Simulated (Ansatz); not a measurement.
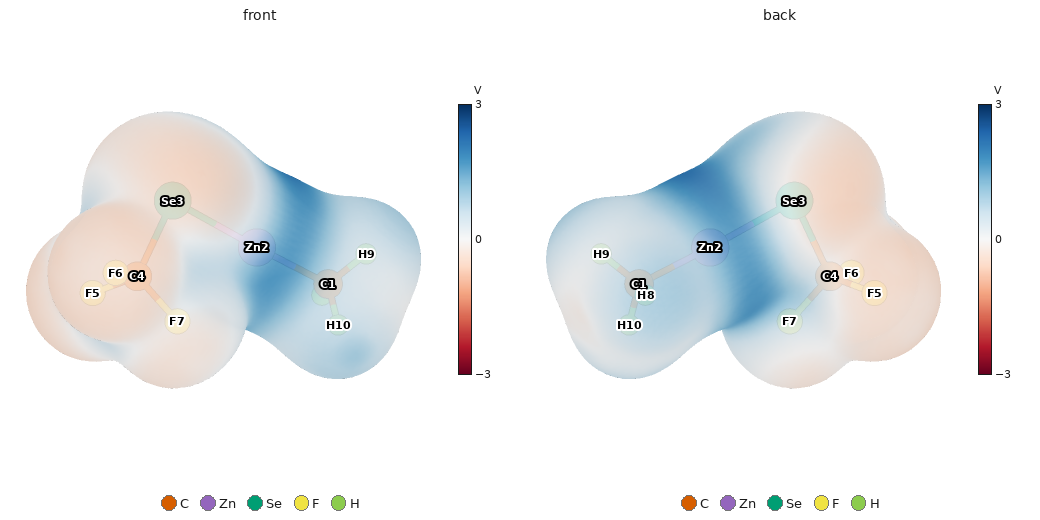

C2H3F3SeZn. The electrostatic potential painted on the density surface at 0.002 e/bohr³, seen from the front and from behind; red is negative and blue positive.

Geometry: PBE0-D4/def2-TZVP.

These are results of RKS PBE0-D4/def2-TZVPP (Ansatz 0.2.0), not measurements.

```
atom    x (Å)    y (Å)    z (Å)
   C   0.9798  -2.2362  -0.0877
  Zn   0.7345  -0.3619  -0.4953
  Se   0.4985   1.8861  -1.0274
   C  -1.0333   2.0945   0.1741
   F  -2.1849   2.1831  -0.4896
   F  -0.9182   3.1921   0.9161
   F  -1.1567   1.0514   1.0253
   H   0.3968  -2.8551  -0.7721
   H   2.0320  -2.5133  -0.1765
   H   0.6515  -2.4407   0.9332
```

### Which sites attract a positive test charge, and which a negative one?

A positive charge is drawn to the negative regions and a negative charge to the positive ones. The most negative region (about −0.6 V) lies over Se3, the most positive (about +2.1 V) over Zn2.
